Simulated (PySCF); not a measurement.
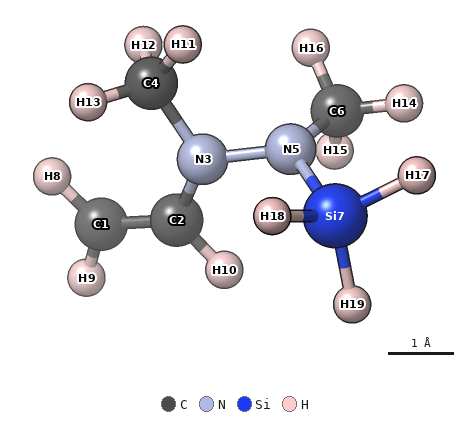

*The structure as given in the input (ball-and-stick view, seen at a tilt; atoms are numbered from 1 in the order of the input).*

Bond lengths as drawn: C–C 1.33 Å, C–H 1.07 to 1.10 Å, C–N 1.37 to 1.45 Å, H–Si 1.46 to 1.47 Å, N–N 1.40 Å and N–Si 1.73 Å.

**NMR shielding calculation, with input and output: C₄H₁₂N₂Si**

The run: NMR shielding calculation of C₄H₁₂N₂Si. Method and program: GIAO BHandHLYP/pcSseg-1 NMR shielding, non-relativistic, IEF-PCM cyclohexane (PySCF 2.14.0).

The geometry comes from this level: GFN2-xTB. Figures and captions count atoms from 1; the log counts them from 0 in places.

Log
```
coarse grid: 15536 points
cycle   1  E = -558.2938090972  dE =  9.224e-01  |g| = 3.786e-01  |ddm| = 3.769e+00
cycle   2  E = -558.3105237743  dE = -1.671e-02  |g| = 3.262e-01  |ddm| = 5.619e-01
cycle   3  E = -558.3330854737  dE = -2.256e-02  |g| = 7.624e-02  |ddm| = 2.710e-01
cycle   4  E = -558.3343587952  dE = -1.273e-03  |g| = 2.952e-02  |ddm| = 9.375e-02
cycle   5  E = -558.3345605636  dE = -2.018e-04  |g| = 4.551e-03  |ddm| = 2.938e-02
cycle   6  E = -558.3345654553  dE = -4.892e-06  |g| = 1.844e-03  |ddm| = 5.775e-03
final grid: 143208 points
cycle   7  E = -558.3681414419  dE = -1.819e-05  |g| = 3.987e-03  |ddm| = 1.591e-02
cycle   8  E = -558.3681416303  dE = -1.884e-07  |g| = 4.018e-03  |ddm| = 7.598e-03
cycle   9  E = -558.3681452852  dE = -3.655e-06  |g| = 4.993e-04  |ddm| = 3.822e-03
cycle  10  E = -558.3681453391  dE = -5.383e-08  |g| = 1.460e-04  |ddm| = 4.594e-04
cycle  11  E = -558.3681453441  dE = -5.043e-09  |g| = 4.435e-05  |ddm| = 1.625e-04
cycle  12  E = -558.3681453446  dE = -4.945e-10  |g| = 1.590e-05  |ddm| = 5.885e-05
```

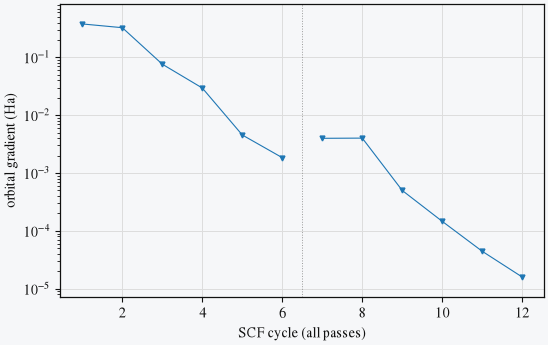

*Convergence of the self-consistent field: orbital gradient against the SCF cycle. The dotted line marks the change from a coarse to the final integration grid.*

The first 6 cycles use a coarse grid, the final grid takes over at cycle 7, and the field converges after 12 cycles in all.

```
converged SCF energy = -558.3681453446

GIAO shielding tensors (ppm)
atom      isotropic    diamagn.    paramagn.     s11        s22        s33       span
  0 C      101.678     255.375    -153.697     13.800    118.933    172.301    158.502
  1 C       33.345     254.292    -220.946    -78.535     53.814    124.756    203.291
  2 N      152.435     326.795    -174.360    105.635    150.789    200.883     95.248
  3 C      148.276     245.720     -97.444    120.903    139.097    184.829     63.926
  4 N      188.581     325.706    -137.125    114.494    156.860    294.389    179.895
  5 C      152.000     244.049     -92.049    129.726    141.774    184.499     54.774
  6 Si     406.308     880.173    -473.865    360.854    380.008    478.062    117.209
  7 H       28.285      32.708      -4.423     25.669     25.718     33.468      7.799
  8 H       28.008      29.924      -1.916     25.729     25.902     32.394      6.665
  9 H       25.400      33.358      -7.958     22.389     24.390     29.421      7.032
 10 H       29.050      31.235      -2.185     24.707     28.221     34.222      9.515
 11 H       29.038      31.402      -2.364     25.206     27.020     34.888      9.683
 12 H       28.863      31.108      -2.246     25.172     26.111     35.305     10.133
 13 H       29.474      30.162      -0.689     24.975     27.495     35.952     10.976
 14 H       29.310      30.595      -1.285     24.729     28.096     35.105     10.377
 15 H       29.019      30.593      -1.574     24.174     27.967     34.915     10.742
 16 H       27.625      30.514      -2.888     24.066     25.888     32.922      8.856
 17 H       27.473      31.070      -3.597     23.655     26.557     32.207      8.552
 18 H       27.363      30.440      -3.077     23.559     25.807     32.723      9.164
```

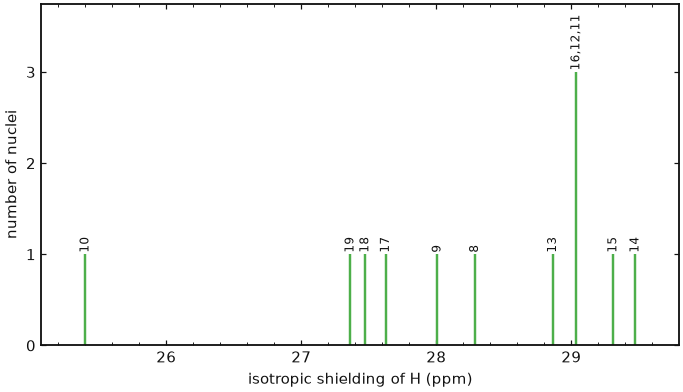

*Isotropic shieldings of the hydrogen nuclei in this fixed geometry, labelled by atom number; shielding grows to the right, so chemical shift grows to the left.*

The least shielded is H10 (25.4 ppm), the most shielded H14 (29.5 ppm).

The run was set up as follows.

Input
```
{"job": {"kind": "nmr", "xc": "BHandHLYP", "basis": "pcSseg-1", "solvent": "cyclohexane", "pop": false}, "charge": 0, "multiplicity": 1}
C     -2.531753    -0.026622     0.825848
C     -1.203073     0.009757     0.853484
N     -0.364136     0.352009    -0.180672
C     -0.892544     0.510649    -1.514535
N      0.971352    -0.058980    -0.112829
C      1.175113    -1.479978    -0.284159
Si     2.043487     0.991030     0.738775
H     -3.106267     0.167590    -0.060725
H     -3.086160    -0.237637     1.721264
H     -0.665877    -0.192474     1.771242
H     -0.070673     0.791303    -2.170243
H     -1.365341    -0.403031    -1.895640
H     -1.632491     1.311130    -1.510406
H      2.242119    -1.682872    -0.259646
H      0.686079    -2.063059     0.504677
H      0.775796    -1.801937    -1.249422
H      3.381029     0.584362     0.308524
H      1.653847     2.326147     0.299443
H      1.979689     0.911865     2.207558
```

The first line tells a small driver script what to run in PySCF; the rest is the geometry in Å.

Launched with:
```bash
OMP_NUM_THREADS=1 python <driver script> task.json out
```

Key numbers

- outcome: converged
- total energy: −558.368145 hartree
- HOMO: −6.80 eV
- LUMO: 1.59 eV
- dipole moment: 1.41 D
- isotropic shielding, C: 33.3 to 152.0 ppm
- isotropic shielding, N: 152.4 to 188.6 ppm
- isotropic shielding, Si: 406.3 ppm
- isotropic shielding, H: 25.4 to 29.5 ppm
- hardware: 1 CPU thread, shared host
- wall time: 40 s
- peak memory: 1 GiB
